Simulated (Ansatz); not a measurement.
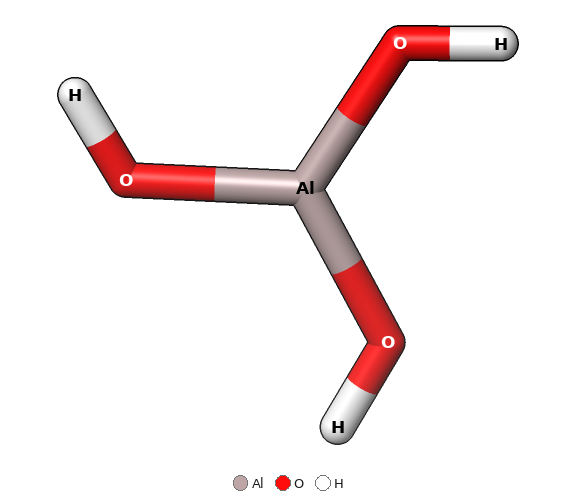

Stick drawing of a structure. Every bond is drawn as one stick, whatever its order.

Count the atoms of each element.

AlH3O3, 7 atoms: 1 aluminium, 3 hydrogen and 3 oxygen.

How many atoms are distinct by symmetry?

3: 1 Al, 3 O, 3 H.

What is the point group of this geometry?

C3h.

More results for the same structure follow; atom numbers are the same in all pictures, views and colours differ. Computed geometry: PBE0-D4/def2-TZVP optimisation.

**Geometry**

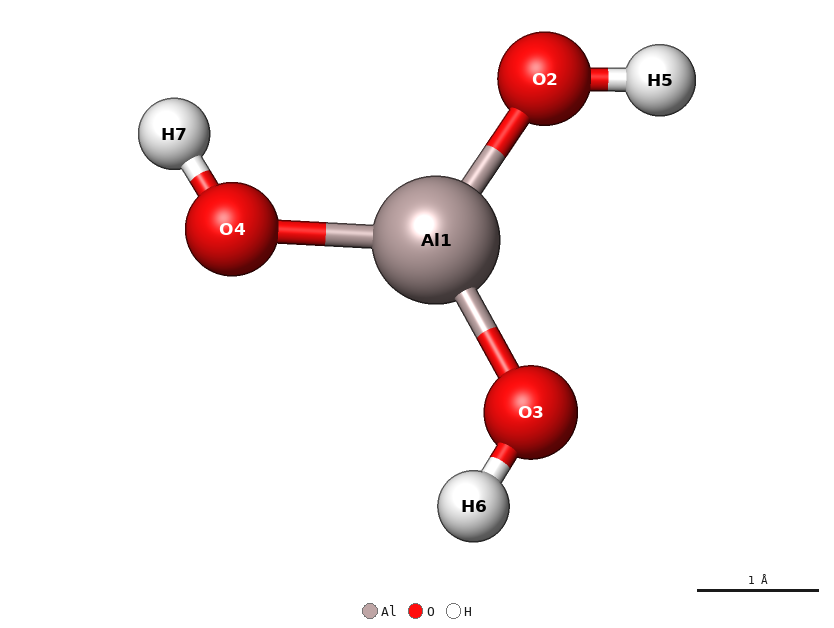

The atoms are numbered.

What is the geometry at Al1?

Al1 has 3 neighbours (O2 at 1.69, O3 at 1.69, O4 at 1.69 Å); the arrangement is trigonal planar.

How are the neighbours of atom 2 arranged?

O2 has 2 neighbours (Al1 at 1.69, H5 at 0.96 Å); the arrangement is bent.

**Charges**

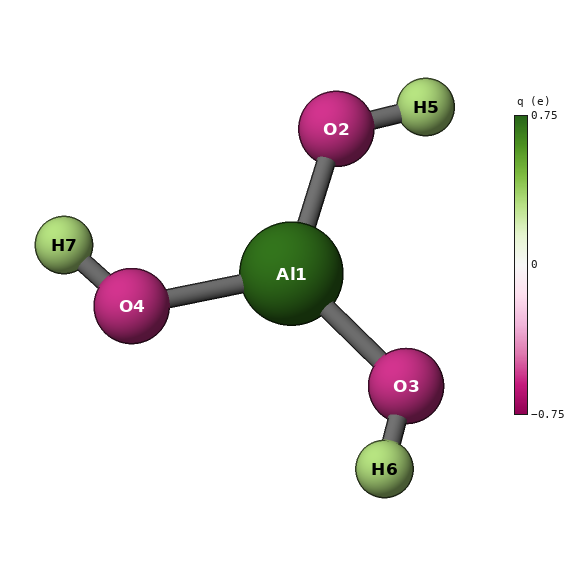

Atoms are coloured by their Mulliken charges. Level of theory: RKS PBE0-D4/def2-TZVP (Ansatz 0.2.0).

Give the Mulliken charges atom by atom.

```csv
atom,value (e)
Al1,0.71
O2,−0.56
O3,−0.56
O4,−0.56
H5,0.32
H6,0.32
H7,0.32
```

**Thermal motion**

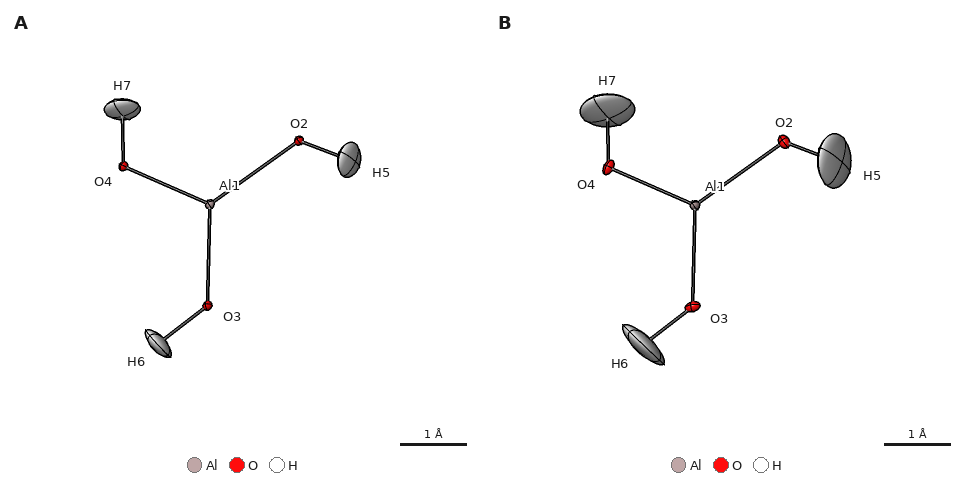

Displacement ellipsoids at the 50 % level, from the internal vibrations of the free molecule (harmonic, no overall translation or rotation; no half-axis is drawn under 0.075 Å). Vibrations computed with RKS PBE0-D4/def2-TZVP (Ansatz 0.2.0). One panel is for 0 K (zero-point motion alone), the other for 600 K.

Which panel is for 600 K?

B.

How much does the mean-square displacement of H7 grow, and why?

U_eq goes from 0.0270 to 0.0648 Å², a factor of 2.4. Modes below kT (417 cm⁻¹ at 600 K) grow about in proportion to T, and the lowest lies at 223 cm⁻¹; the mean-square amplitude of a mode is its zero-point value times coth(ħω/2kT), which comes close to 1 only above about 3kT.

**Vibrations**

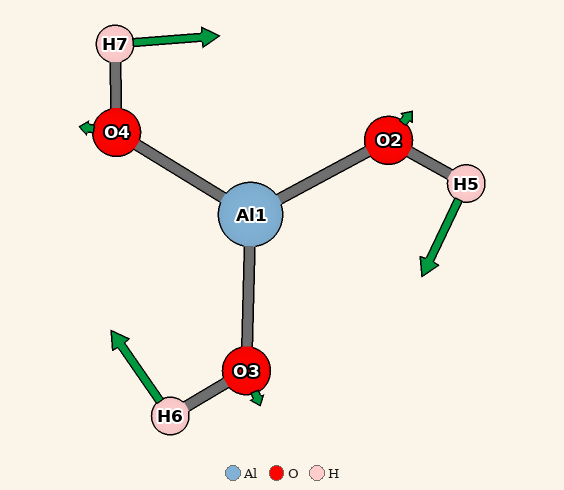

The arrows show one normal mode. Harmonic vibrations computed with RKS PBE0-D4/def2-TZVP (Ansatz 0.2.0) at a stationary point of the same level.

Describe the motion.

Mostly Al–O–H bending.

At what wavenumber does it lie?

637 cm⁻¹; it is mode 7 of 15 counted from the lowest.

Mulliken values depend strongly on the basis set and can even reverse the polarity of a bond.
